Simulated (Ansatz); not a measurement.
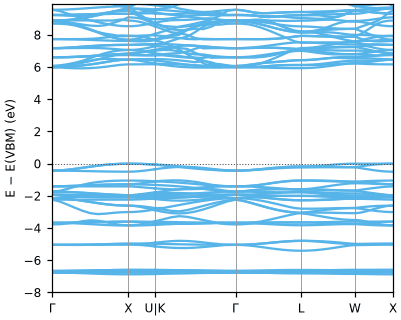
*Band structure from r²SCAN in the plane-wave PAW code Ansatz*

Read off the gap and where the band edges lie.

About 5.9 eV (5.92 eV by a search for the band edges); maximum at X, minimum on the Γ–X line, 38 % of the way from Γ.

Pick the material that matches.
A) C, diamond
B) HfO2, fluorite
C) Cs2LiIrC6N6, Fm-3m (Pearson symbol cF64)

C, Cs2LiIrC6N6, Fm-3m (Pearson symbol cF64)

The first step of the workflow began from a Materials Project structure, measured or hypothetical; the Crystallography Open Database files this formula in space group No. 225, but the cells were not matched. Whether it is the stable phase at ambient conditions was not checked. The r²SCAN relaxation kept the symmetry of its start; its stability against distortions is not shown here. The run is not spin-polarised. Spin–orbit coupling is left out wherever it is not named.

Potentials: the later of the program's two PAW sets.
